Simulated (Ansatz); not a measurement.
# F2Si2 (SMILES F[Si](F)=[Si]): what the fields show

Input

```
crystal:
  periodic: [false, false, false]
  atoms:
    - {symbol: F, position_ang: [-1.667000, -1.307544, 3.654747]}
    - {symbol: F, position_ang: [0.310978, -0.036287, 2.570369]}
    - {symbol: Si, position_ang: [-0.226496, -1.507589, 2.956461]}
    - {symbol: Si, position_ang: [0.826137, -3.455997, 2.592283]}
basis:
  gaussian:
    orbitals: def2-TZVPD
hamiltonian:
  xc: {name: PBE0}
output: {forces: true, orbitals: {seedname: orbitals}}
```

Run with:

```sh
ansatz run input.yaml --threads 1 --pin off --max-ram 2610MiB --events-out events.jsonl --progress --plain --runs-dir runs
```

Geometry: B3LYP-D3(BJ)/6-311G**.

All numbers below come from Ansatz, isolated molecule in a Gaussian basis; Kohn-Sham density functional theory, functional PBE0.

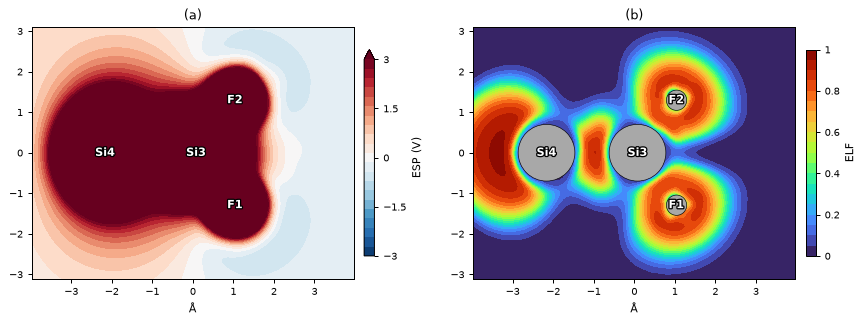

Figure 1. (a) electrostatic potential; (b) electron localisation function on the molecular plane. Grey discs cover the atomic cores in the ELF map.

> Interpret the plot.

The plane passes through F and Si nuclei. Si–F (1.61 Å): the ELF peaks at about 0.85 in the valence shell of F, 0.6 Å from its nucleus, and is about 0.50 at the midpoint. Si–Si (2.24 Å): the ELF peaks at about 0.90 between the atoms; localised, covalent bonding. The ELF also peaks beside F1, Si4 and F2, away from the bonds: lone-pair regions. Outside the dense part of the molecule the potential is most negative (−0.6 V) near F1 and F2.

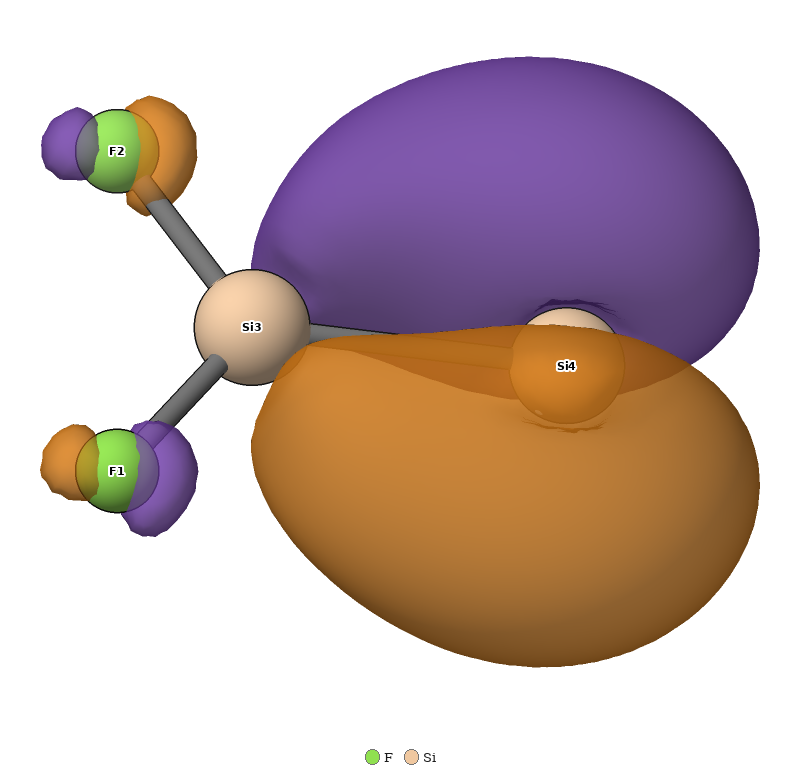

Figure 2. The LUMO at ±0.1 Å⁻³ᐟ² (orange and purple are the two phases), seen at a tilt.

> Describe this orbital and give its energy.

It lies mainly on Si4 (about 80 %) and Si3 (about 20 %); it is symmetric in the molecular plane (an in-plane orbital: σ, lone-pair or in-plane π type). Its energy is −4.04 eV.

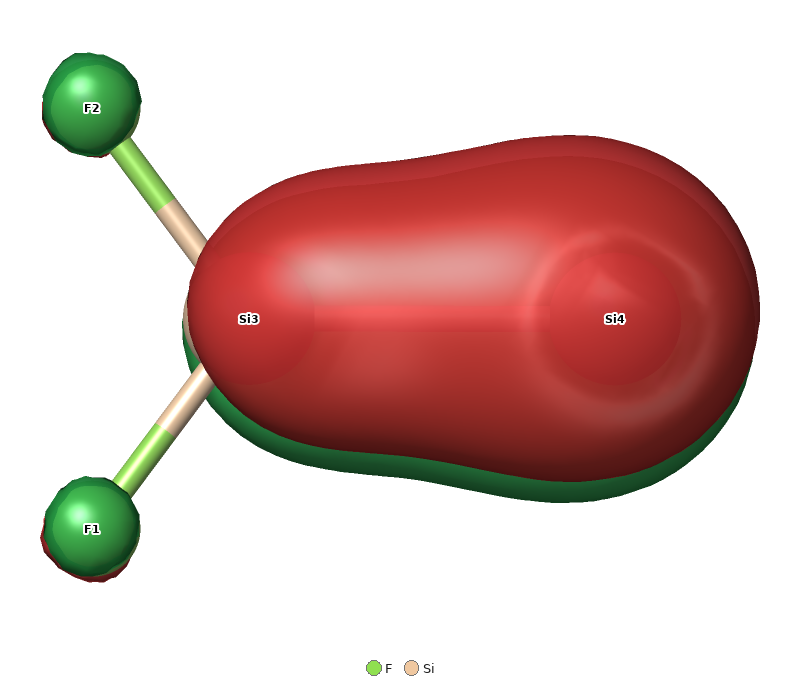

Figure 3. The HOMO at ±0.15 Å⁻³ᐟ² (green and red are the two phases), seen across its widest extent.

> What is the character of this orbital?

Its weight (Hirshfeld) is mainly on Si4 (about 60 %) and Si3 (about 35 %); it changes sign across the molecular plane (π type); π-bonding across Si3–Si4. Its energy is −5.90 eV.
